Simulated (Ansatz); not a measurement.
# UB2PLYP/STO-3G run of BNH3 (SMILES B[NH])

Aim: the electronic atomisation energy of BNH3 at UB2PLYP/STO-3G, from 4 runs. 

The results are computed with Ansatz 0.2.0.

53 further runs of the same task are left out: 53 set aside as unsound or not needed.

### Step 1. The structure to begin with

The species is BNH3 (5 atoms), meant as a doublet with charge 0. SMILES: `B[NH]`. The coordinates come from a PBE0-D4/def2-TZVP relaxation.

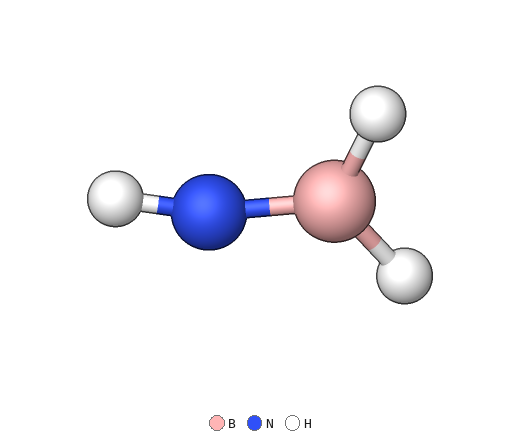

Viewed from a chosen angle; boron pink, nitrogen blue, hydrogen white.

### Step 2. A single-point energy at UB2PLYP/STO-3G

in.yaml reads:

```yaml
crystal:
  periodic: [false, false, false]
  atoms:
    - {symbol: B, position_ang: [-0.310800, -0.370100, -0.091600]}
    - {symbol: "N", position_ang: [0.531200, 0.655200, -0.019800]}
    - {symbol: H, position_ang: [-0.414800, -1.107400, 0.862500]}
    - {symbol: H, position_ang: [-0.964100, -0.573100, -1.081900]}
    - {symbol: H, position_ang: [1.208400, 1.321700, 0.289300]}
basis:
  gaussian:
    orbitals: STO-3G
magnetization:
  spin_polarized: true
  initial_magnetization: 1
hamiltonian:
  xc: {name: B2PLYP}
correlation:
  frozen_orbitals: {B: 1, H: 0, "N": 1}
accuracy: high
```

Run with:

```bash
ansatz run in.yaml --threads 1 --pin off --max-ram 2610MiB --events-out events.jsonl --progress --plain --runs-dir runs
```

Standard output:

```text
Warning: RAYON_NUM_THREADS=1 ignored (pool sized by the plan → 1); use --threads N
Functional definition: B2PLYP
  name "B2PLYP"
  parameter a = 0.53
  parameter c = 0.27
  exchange = (1 - a)*b88_x + a*exact_x
  correlation = (1 - c)*lyp_c + c*(mp2_os + mp2_ss)
207 factors; integrals over basis functions are off by at most 9.2e-9 eV
mean field evaluation 1: about -2179.9306 eV, gradient 8.7e0 eV
mean field evaluation 2: about -2179.9136 eV, gradient 8.7e0 eV
mean field evaluation 4: about -2180.6264 eV, gradient 1.1e0 eV
mean field evaluation 8: about -2180.6534 eV, gradient 4.8e-2 eV
mean field evaluation 16: about -2180.6535 eV, gradient 1.4e-5 eV
mean field -2180.65346556 eV, -80.1375367593 hartree, gradient 2.3e-8 eV, S^2 0.764213; 0 other end points of the search recorded, 0 dependent functions left out
2 core orbitals not correlated: weight in the atoms' cores, before any rotation towards them, 1.000 or more for the frozen orbitals, at most 0.000 for the correlated occupied ones
reference -2180.65348156 eV, -80.1375373474 hartree; 6, 5 occupied and 5, 6 virtual orbitals, 207 factors
second order -2.85026343 eV of doubles, -0.00000000 eV of singles
Total energy: -2181.42305269 eV, -80.1658185646 hartree
```

Wall time 1.3 s (1 thread of Arm Neoverse V1, shared host); peak memory 0.11 GiB.

### Step 3. The B atom

job.yaml reads:

```yaml
crystal:
  periodic: [false, false, false]
  atoms:
    - symbol: B
      position_ang: [0.000000, 0.000000, 0.000000]
basis:
  gaussian:
    orbitals: STO-3G
magnetization:
  spin_polarized: true
  initial_magnetization: 1
hamiltonian:
  xc: {name: B2PLYP}
correlation:
  frozen_orbitals: {B: 1}
accuracy: high
```

Run the same way, it converges to -24.24577 Eh (log not shown).

### Step 4. The H atom, same level

in.yaml reads:

```yaml
basis:
  gaussian:
    orbitals: STO-3G
crystal:
  periodic: [false, false, false]
  atoms:
    - {symbol: H, position_ang: [0.000000, 0.000000, 0.000000]}
magnetization:
  spin_polarized: true
  initial_magnetization: 1
hamiltonian:
  xc: {name: B2PLYP}
correlation:
  frozen_orbitals: {H: 0}
accuracy: high
```

Run the same way, it converges to -0.46478 Eh (log not shown).

### Step 5. The N atom, same level

in.yaml reads:

```yaml
crystal:
  periodic: [false, false, false]
  atoms:
    - symbol: "N"
      position_ang: [0.000000, 0.000000, 0.000000]
basis:
  gaussian:
    orbitals: STO-3G
magnetization:
  spin_polarized: true
  initial_magnetization: 3
accuracy: high
hamiltonian:
  xc: {name: B2PLYP}
correlation:
  frozen_orbitals: {"N": 1}
```

Run the same way, it converges to -53.83561 Eh (log not shown).

### Step 6. Outcome

Level: UB2PLYP/STO-3G, 2 core orbitals frozen.

| quantity | value |
| --- | --- |
| molecule: total energy | -80.16582 Eh |
| molecule: ⟨S²⟩ | 0.764 |
| B atom: total energy | -24.24577 Eh |
| B atom: ⟨S²⟩ | 0.750 |
| H atom: total energy | -0.46478 Eh |
| H atom: ⟨S²⟩ | 0.750 |
| N atom: total energy | -53.83561 Eh |
| N atom: ⟨S²⟩ | 3.750 |
| electronic atomisation energy | 18.779 eV |

**Reading.** Taking the molecule apart into free atoms costs 18.78 eV (1812 kJ/mol), before zero-point energy and without spin-orbit coupling. In a minimal basis such a difference can be off by several eV, whatever the method.
